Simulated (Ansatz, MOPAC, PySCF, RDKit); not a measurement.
PH3 (SMILES P) and Si2H6 (SMILES [SiH3][SiH3]) are pulled apart as rigid monomers along the line of their centres of mass, from the B3LYP-D3(BJ)/def2-TZVP minimum. Starting geometry (charge 0, multiplicity 1):
```json
[
 {"atom": "P", "x (Å)": "-0.3602", "y (Å)": "0.2282", "z (Å)": "-0.0754"},
 {"atom": "H", "x (Å)": "0.7813", "y (Å)": "-0.1793", "z (Å)": "0.6606"},
 {"atom": "H", "x (Å)": "0.3673", "y (Å)": "1.1782", "z (Å)": "-0.8387"},
 {"atom": "H", "x (Å)": "-0.7495", "y (Å)": "1.1836", "z (Å)": "0.8977"},
 {"atom": "Si", "x (Å)": "0.6779", "y (Å)": "0.8170", "z (Å)": "3.9747"},
 {"atom": "Si", "x (Å)": "-0.8075", "y (Å)": "-0.9964", "z (Å)": "3.9128"},
 {"atom": "H", "x (Å)": "0.0240", "y (Å)": "2.0419", "z (Å)": "3.4547"},
 {"atom": "H", "x (Å)": "1.8792", "y (Å)": "0.5342", "z (Å)": "3.1534"},
 {"atom": "H", "x (Å)": "1.1072", "y (Å)": "1.0662", "z (Å)": "5.3729"},
 {"atom": "H", "x (Å)": "-1.9922", "y (Å)": "-0.7118", "z (Å)": "4.7584"},
 {"atom": "H", "x (Å)": "-0.1404", "y (Å)": "-2.2180", "z (Å)": "4.4252"},
 {"atom": "H", "x (Å)": "-1.2680", "y (Å)": "-1.2560", "z (Å)": "2.5277"}
]
```

Interaction energies with rigid monomers; basis-set methods are counterpoise corrected unless marked otherwise.

Correlated levels freeze the cores. Rows in 6-31G* carry no dispersion term and start afresh at each structure (6-31G* with six Cartesian d functions). The state reached by PM3 isn't checked.

Run with Ansatz (Gaussian orbitals); MOPAC for PM3 (differences of heats of formation); PySCF for 6-31G* rows; RDKit for the force fields. 

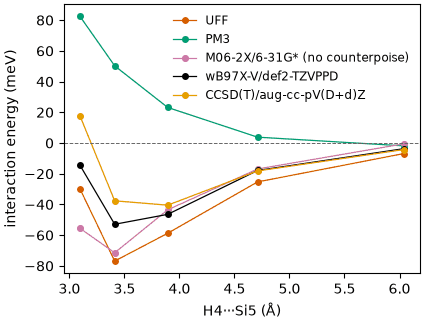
*Interaction energy against separation*

Problem. Which level binds most strongly at H4···Si5 = 3.41, and by how much?

Solution. UFF, -77 meV.

Ansatz is a program for electronic structure.
